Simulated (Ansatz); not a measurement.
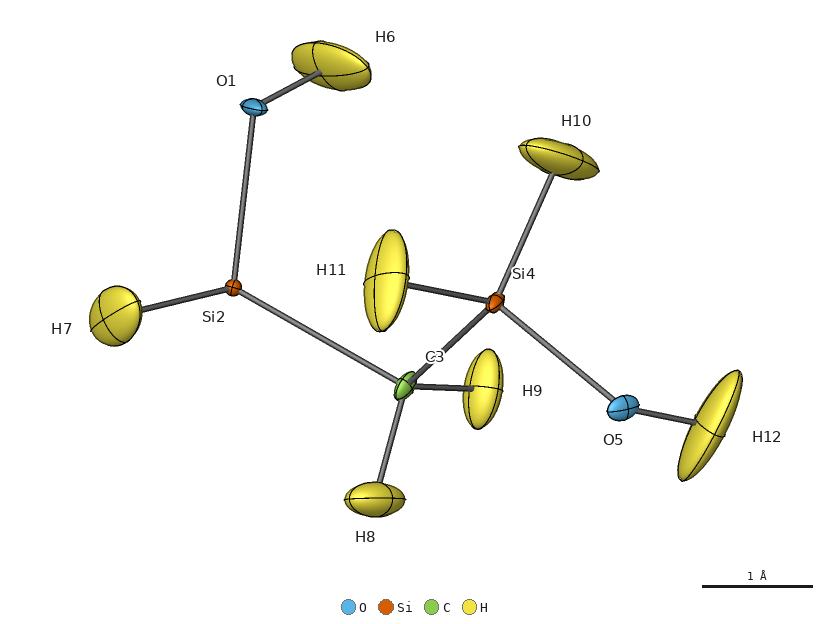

Displacement ellipsoids at the 50 % level, from the internal vibrations of the free molecule (harmonic, no overall translation or rotation; no half-axis is drawn under 0.075 Å). State: neutral, doublet. Vibrations computed with UKS PBE0-D4/def2-TZVP (Ansatz 0.2.0). Temperature: 100 K.

List U_eq and the three principal root-mean-square amplitudes for each kind of atom.

```csv
atom,U_eq (Å²),rms amplitudes (Å)
O1,0.0101,"0.034, 0.070, 0.156"
Si2,0.0017,"0.027, 0.034, 0.056"
C3,0.0056,"0.041, 0.071, 0.100"
Si4,0.0043,"0.033, 0.051, 0.096"
O5,0.0072,"0.048, 0.073, 0.117"
H6,0.0618,"0.089, 0.178, 0.382"
H7,0.0350,"0.092, 0.167, 0.262"
H8,0.0259,"0.102, 0.143, 0.217"
H9,0.0291,"0.100, 0.142, 0.239"
H10,0.0461,"0.096, 0.184, 0.309"
H11,0.0466,"0.093, 0.167, 0.321"
H12,0.0630,"0.096, 0.210, 0.368"
```
